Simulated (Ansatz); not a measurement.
# H2NO (SMILES N[O]): UCCSDT(Q)/STO-3G

Aim: the energy change on altering one bond length of H2NO at UCCSDT(Q)/STO-3G, from 2 runs. 

The calculation is run with Ansatz 0.2.0.

54 further runs of the same task are left out: 4 that didn't finish, 50 set aside as unsound or not needed.

## 1. The structure to begin with

H2NO has 4 atoms, charge 0, and is taken as a doublet. As SMILES, `N[O]`. Geometry: relaxed at GFN2-xTB.

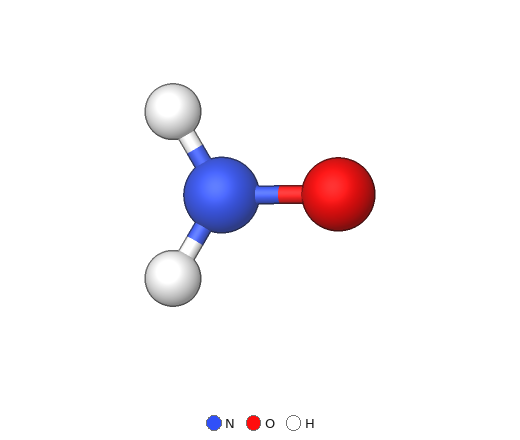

Viewed from a chosen angle; nitrogen blue, oxygen red, hydrogen white.

## 2. The energy at UCCSDT(Q)/STO-3G

The input, run.yaml:

```yaml
crystal:
  periodic: [false, false, false]
  atoms:
    - symbol: "N"
      position_ang: [-0.015110, 0.041110, -0.107550]
    - symbol: O
      position_ang: [0.804330, 0.357230, 0.819800]
    - symbol: H
      position_ang: [-0.968410, 0.390510, -0.050090]
    - symbol: H
      position_ang: [0.179190, -0.788850, -0.662160]
basis:
  gaussian:
    orbitals: STO-3G
correlation:
  method: ccsdt_q
  frozen_orbitals: {H: 0, "N": 1, O: 1}
magnetization:
  spin_polarized: true
  initial_magnetization: 1
total_charge: 0
accuracy: high
scf:
  omitted_lower_state_checks: [cluster_reference, increment]
```

Launch:

```
$ ansatz run run.yaml --threads 1 --pin off --max-ram 2610MiB --events-out events.jsonl --progress --plain --runs-dir runs
```

The program printed, cut to the lines that bear on the results:

```text
Warning: RAYON_NUM_THREADS=1 ignored (pool sized by the plan → 1); use --threads N
Functional definition: HF
  name "HF"
[...]
188 factors; integrals over basis functions are off by at most 1.2e-8 eV
[...]
mean field -3501.40944769 eV, -128.6744238621 hartree, gradient 1.6e-8 eV, S^2 0.752030; 2 other end points of the search recorded, 0 dependent functions left out
2 core orbitals not correlated: weight in the atoms' cores, before any rotation towards them, 1.000 or more for the frozen orbitals, at most 0.000 for the correlated occupied ones
reference -3501.40944769 eV, -128.6744238621 hartree; 7, 6 occupied and 3, 4 virtual orbitals, 188 factors
second order -1.74159180 eV of doubles, -0.00000000 eV of singles
cycle   1  -2.11257412 eV  change   -3.7e-1 eV  update   5.6e-2
[...]
cycle  24  -2.41980963 eV  change  -2.7e-11 eV  update  4.0e-10
perturbative correction -0.00251431 eV, -0.0000923993 hartree
Total energy: -3503.83177163 eV, -128.7634426250 hartree
Checks for a lower state left out: cluster_reference, increment
```

It took 0.44 s on 1 thread of Arm Neoverse V2, shared host.

## 3. The distorted shape at the same level

The input, in.yaml:

```yaml
crystal:
  periodic: [false, false, false]
  atoms:
    - {symbol: N, position_ang: [-0.219986, -0.037926, -0.339406]}
    - {symbol: O, position_ang: [0.804330, 0.357230, 0.819800]}
    - {symbol: H, position_ang: [-1.173286, 0.311474, -0.281946]}
    - {symbol: H, position_ang: [-0.025686, -0.867886, -0.894016]}
basis:
  gaussian:
    orbitals: STO-3G
scf:
  omitted_lower_state_checks: [cluster_reference, increment]
magnetization:
  spin_polarized: true
  initial_magnetization: 1
correlation:
  method: ccsdt_q
  frozen_orbitals: {H: 0, "N": 1, O: 1}
accuracy: high
```

Launch:

```
$ ansatz run in.yaml --threads 1 --pin off --max-ram 2610MiB --events-out events.jsonl --progress --plain --runs-dir runs
```

The program printed:

```text
Warning: RAYON_NUM_THREADS=1 ignored (pool sized by the plan → 1); use --threads N
[... 14 lines left out ...]
2 core orbitals not correlated: weight in the atoms' cores, before any rotation towards them, 1.000 or more for the frozen orbitals, at most 0.000 for the correlated occupied ones
[... 37 lines left out ...]
Total energy: -3503.19117835 eV, -128.7399012559 hartree
Checks for a lower state left out: cluster_reference, increment
```

Run time: 0.5 s. Hardware: 1 thread of Arm Neoverse V2, shared host.

## 4. Outcome

At UCCSDT(Q)/STO-3G, 2 core orbitals frozen:

| quantity | value |
| --- | --- |
| first shape: total energy | -128.76344 Eh |
| first shape: correlation energy (2 core orbitals frozen) | -89.0 mEh |
| first shape: ⟨S²⟩ of the reference determinant | 0.752 |
| first shape: T1 diagnostic | 0.022 |
| distorted shape: total energy | -128.73990 Eh |
| distorted shape: correlation energy (2 core orbitals frozen) | -105.0 mEh |
| distorted shape: ⟨S²⟩ of the reference determinant | 0.845 |
| distorted shape: T1 diagnostic | 0.045 |
| energy change with the N1–O2 bond stretched from 1.277 to 1.597 Å | 0.641 eV |

In words: With the N1–O2 bond stretched from 1.277 to 1.597 Å the energy rises by 0.64 eV (61.8 kJ/mol). The first shape isn't relaxed at this level, so the change isn't measured from a minimum. The minimal basis adds a large error of its own. The T1 diagnostic (distorted shape) of 0.045 is above the customary mark for such species, so a single reference may not serve.
